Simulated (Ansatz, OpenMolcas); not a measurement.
InHCl2O (SMILES [OH][In]([Cl])[Cl]): the vertical energy of the triplet above the singlet, rung by rung

InHCl2O: 5 atoms, total charge 0, spin state singlet. As SMILES, `[OH][In]([Cl])[Cl]`. Geometry: relaxed at PBE0-D4/def2-TZVP.

Quantity: the vertical energy of the triplet above the singlet, in eV. The values are calculated.

| level | kind | program | value (eV) |
| --- | --- | --- | --- |
| BLYP/def2-SVP (core potential) | GGA | Ansatz | 4.13 |
| PBE/def2-SVP (core potential) | GGA | OpenMolcas | 4.22 |
| M06-2X/def2-SVP (core potential) | hybrid meta-GGA | OpenMolcas | 5.36 |
| PBE0/def2-SVP (core potential) | global hybrid | Ansatz | 4.80 |
| CAM-B3LYP/def2-SVP (core potential) | range-separated hybrid | Ansatz | 5.07 |
| wB97M-V/def2-SVP (core potential) | range-separated hybrid | Ansatz | 5.28 |
| PBE-QIDH/def2-SVP (core potential) | double hybrid | Ansatz | 5.33 |
| RPA@PBE/def2-SVP (core potential) | RPA | Ansatz | 4.19 |

Spin-orbit coupling is left out. The values span 4.13 to 5.36 eV. The second state's dipole differs much between rows, so they may not all be the same state.

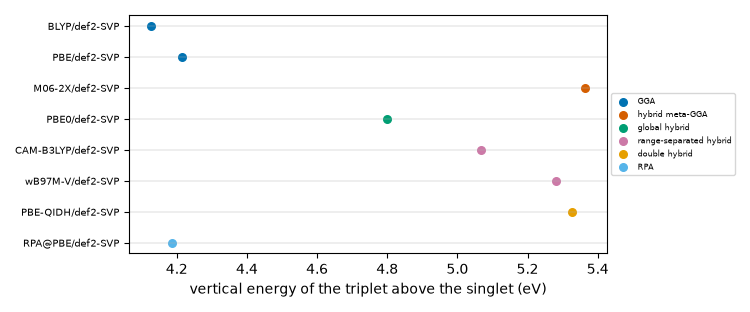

The values of the table, level by level.
